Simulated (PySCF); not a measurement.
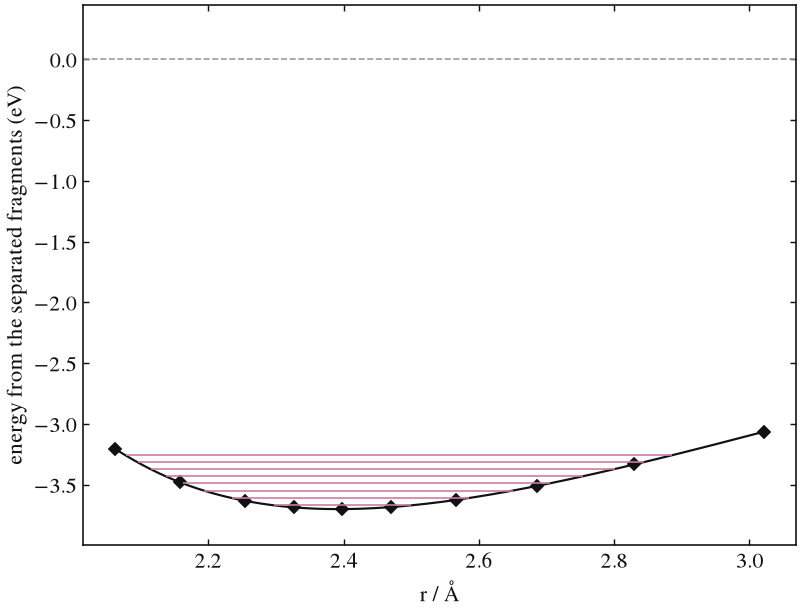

Bond curve of LiI, singlet. PBE0/cc-pVTZ(-PP) (ECP) in PySCF, UKS. One reference determinant with the occupation held, the lowest that a PBE0 search over spins and occupations found; no spin-orbit coupling. Zero is the separated fragments in their ground configurations, without counterpoise. With PBE0 the solution stays closed-shell at all points drawn; such a solution can't reach the open-shell fragments at long range. 2 further points of the run are not drawn. Horizontal lines: vibrational levels from ωe and ωexe, starting at v = 0.

What constants does a Dunham fit to the curve give (main isotopes)?

re = 2.393 Å, ωe = 499 cm⁻¹, ωexe = 2.8 cm⁻¹, De = 3.70 eV, Be = 0.443 cm⁻¹.

How much does zero-point motion take off the well depth?

0.031 eV (249 cm⁻¹): De = 3.70 eV, D0 = 3.67 eV.

Give the computed points.

```
r (Å)  E (eV)
2.062   −3.21
2.158   −3.48
2.254   −3.63
2.326   −3.69
2.398   −3.70
2.470   −3.68
2.566   −3.63
2.686   −3.51
2.830   −3.33
3.022   −3.06
```

Note: spin-orbit coupling is left out; it can lower the fragment I more than the molecule, and De with it.
